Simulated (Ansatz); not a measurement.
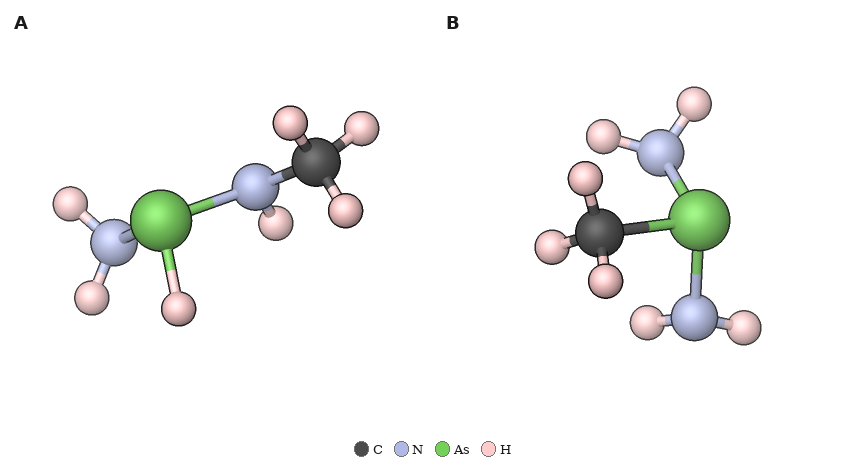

2 stationary structures of one formula. Geometries: PBE0-D4/def2-TZVP. Electronic energies: direct RPA on PBE orbitals (frozen core)/def2-TZVPP (Ansatz 0.2.0), without zero-point energy. Each is one conformer, not always the lowest.

**Which structure is the most stable?**

B is lowest (a minimum); A lies 72.2 kJ/mol above it (a minimum). A is `CN[AsH]N`, B is `C[As](N)N`.

Give E(B) − E(A) in kJ/mol at these levels too: RHF-CCSD(T) (frozen core)/def2-SVP; BHLYP-D4/def2-TZVPP; PBE0-D4/def2-TZVP; RHF-MP2 (frozen core)/def2-QZVPP; PBE0-D4/def2-SVP; PBE0-D4/def2-QZVPP; SPW92 (LDA)/def2-TZVPP; direct RPA on PBE orbitals (frozen core)/def2-TZVPP.

```
                                              level  E(B) − E(A) (kJ/mol)
                 RHF-CCSD(T) (frozen core)/def2-SVP                 −57.1
                                BHLYP-D4/def2-TZVPP                 −73.0
                                  PBE0-D4/def2-TZVP                 −72.1
                   RHF-MP2 (frozen core)/def2-QZVPP                 −83.8
                                   PBE0-D4/def2-SVP                 −61.5
                                 PBE0-D4/def2-QZVPP                 −74.3
                             SPW92 (LDA)/def2-TZVPP                 −69.5
direct RPA on PBE orbitals (frozen core)/def2-TZVPP                 −72.2
```
